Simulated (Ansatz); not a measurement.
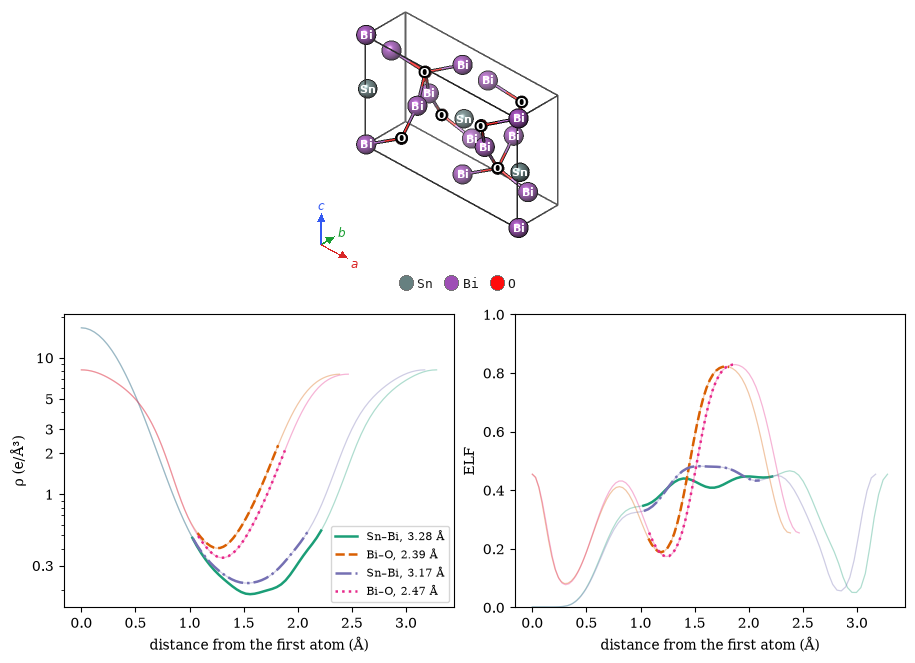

SnBi5O2. Valence electron density and ELF along straight lines between neighbouring atoms. Thin, pale parts lie inside the atomic spheres. The structure is drawn too.

Space group C2; a generated structure, not necessarily the stable one; computed without spin polarisation.

All numbers below come from DFT r2SCAN, scalar-relativistic, plane waves, PAW (Ansatz 0.2.0).

The density is the valence pseudo-density of a PAW calculation; it isn't the true density close to the nuclei.

### What can be read from the curves?

Sn–Bi (3.28 Å): ρ is about 0.19 e/Å³ halfway; the ELF is about 0.40 at the midpoint.
Bi–O (2.39 Å): the density is about 0.42 e/Å³ at the midpoint; the ELF is about 0.20 at the midpoint; no shared electron pair shows on this line.
Sn–Bi (3.17 Å): ρ is about 0.23 e/Å³ halfway; the ELF is about 0.50 at the midpoint.
Bi–O (2.47 Å): the density is about 0.36 e/Å³ at the midpoint; the ELF is about 0.15 at the midpoint (no localised pair shows between them).
